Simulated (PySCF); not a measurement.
HF

```yaml
atoms:
  - { symbol: H, position_ang: [0.0000, 0.0000, -0.8794] }
  - { symbol: F, position_ang: [0.0000, 0.0000, 0.0466] }
```

Method: PBE0/pcseg-1, non-relativistic, at a bond length of 0.926 Å (PySCF).

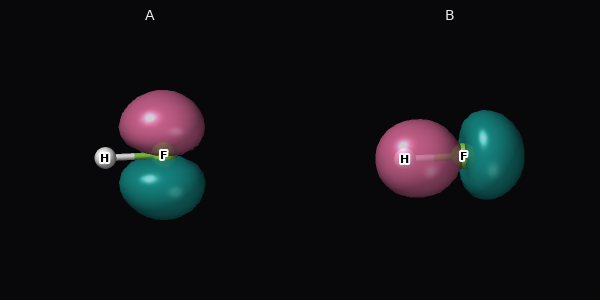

Figure 1. Two frontier orbitals, each drawn at the value that holds 80 % of its norm (teal and pink are the two phases), in no order; of a degenerate pair one member is drawn.

> Name the orbitals and rank them from lowest to highest energy.

Orbital B: σ, occupied, −15.08 eV; mainly on F (80 %).
Orbital A: π, occupied, −11.32 eV; mainly on F (95 %).

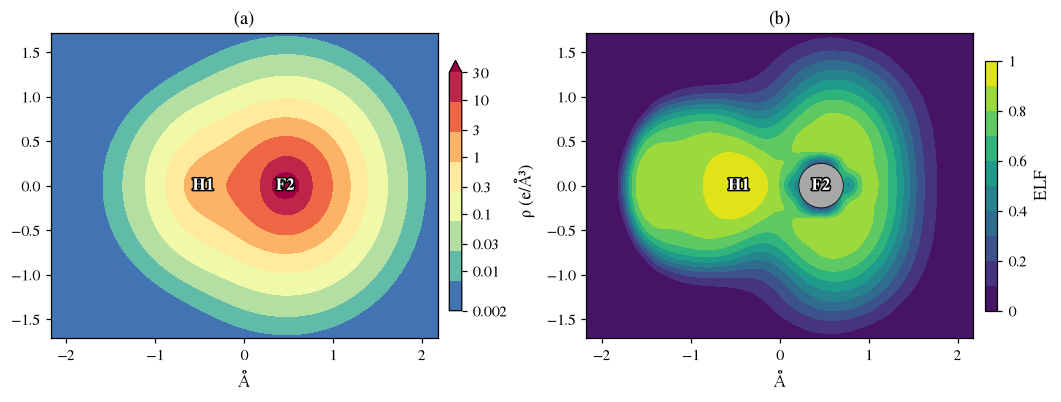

Figure 2. (a) electron density; (b) ELF on a plane that holds the molecular axis. Grey discs cover the atomic cores in the ELF map.

> Interpret the plot.

- The plane passes through H and F nuclei.
- F–H (0.93 Å): the density is about 4.5 e/Å³ at the midpoint; the ELF climbs to about 1 towards the hydrogen, as it does in any bond to H: a covalent bond by its length.
- The ELF also peaks beside F2, away from the bonds: lone-pair regions.

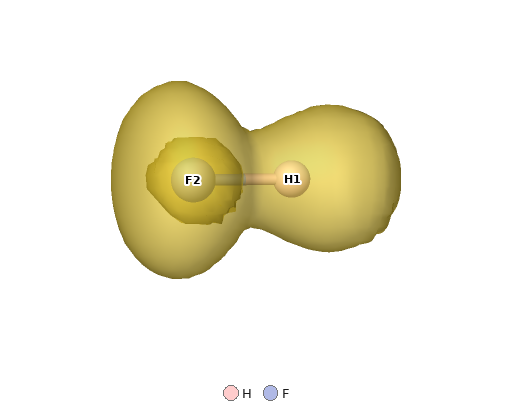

Figure 3. Isosurface of the electron localisation function at 0.75 (yellow), seen from one side. Core shells and regions of very low density are left out.

> Identify the bonds, lone pairs and shells in this picture.

The ELF exceeds this value in one joined region spread over several atoms (F, H), in which their bonds and any lone pairs are merged.

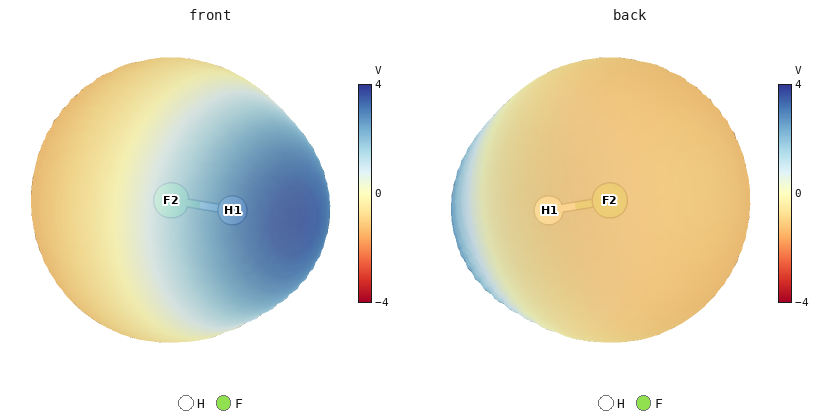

Figure 4. The molecular electrostatic potential painted on the density surface at 0.002 e/bohr³, seen from the front and from behind; the colour scale runs from red (negative) to blue (positive).

> Where is the surface potential most negative and most positive?

The most negative region (about −1.2 V, or −28 kcal/mol for a unit charge) lies over F2, the most positive (about +3.5 V, or +81 kcal/mol for a unit charge) over H1.
